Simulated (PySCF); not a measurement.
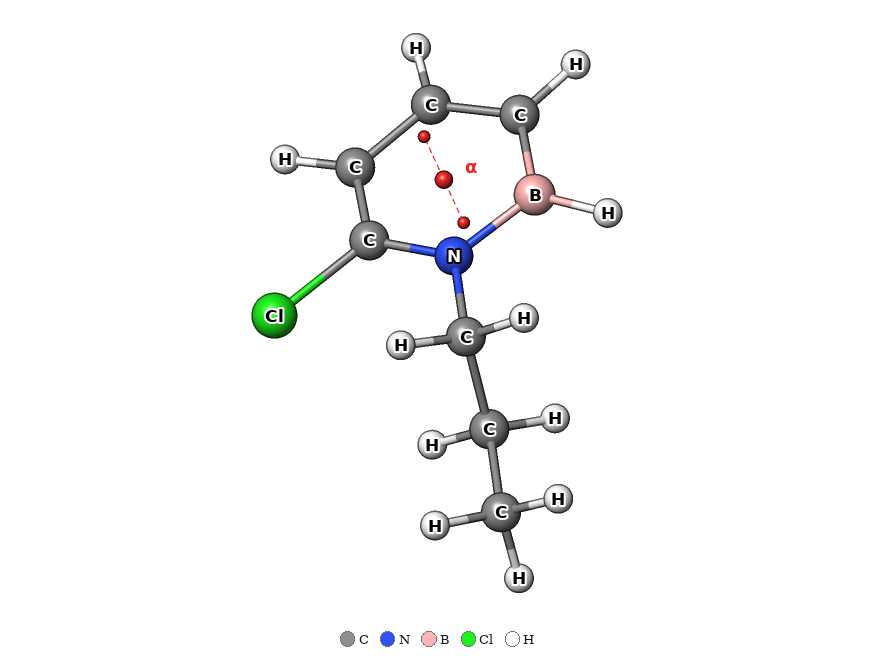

The small points mark where nucleus-independent chemical shifts (NICS) were computed: at the centre of each lettered ring and 1 Å above and below it. The computed structure is the end point of a PBE0-D3(BJ)/def2-SVP optimisation. No frequency run is at hand to confirm it as a minimum. Method: GIAO PBE0/pcSseg-1 NMR shielding, non-relativistic, gas phase (PySCF 2.14.0).

Give NICS(0), NICS(1) and the out-of-plane component NICS(1)zz for each ring (means of the two sides).

```json
{"ring": "α", "members": "C4BN", "NICS(0)": "−6.3", "NICS(1)": "−7.9", "NICS(1)zz": "−19.0"}
```

Values in ppm.

### What do the values say about the ring currents?

Ring α: diatropic, as in an aromatic ring. NICS is one index among several.
